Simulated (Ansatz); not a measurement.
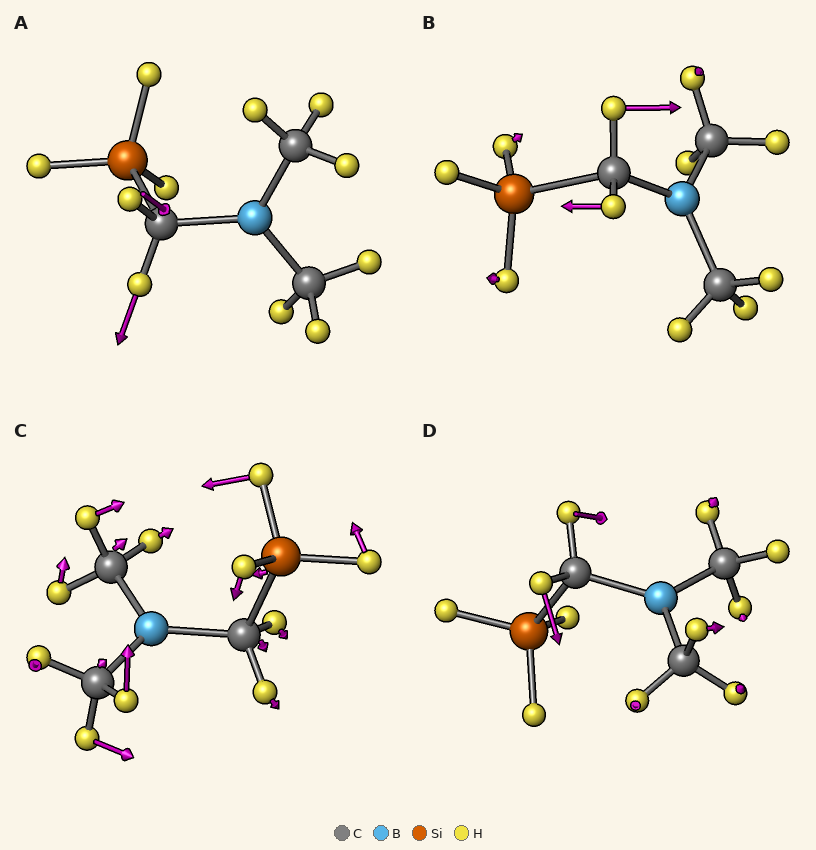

4 normal modes of one molecule or complex, as arrows. Harmonic vibrations computed with RKS PBE0-D4/def2-TZVP (Ansatz 0.2.0) at a stationary point of the same level.

Match the panels to the wavenumbers 131 cm⁻¹, 993 cm⁻¹, 1421 cm⁻¹, 3110 cm⁻¹.

Answer. A: 3110 cm⁻¹, out-of-phase stretching of 2 C–H bonds
B: 993 cm⁻¹, H–C–Si bending
C: 131 cm⁻¹, a torsion or out-of-plane motion in which bond lengths and bond angles hardly change
D: 1421 cm⁻¹, H–C–H bending
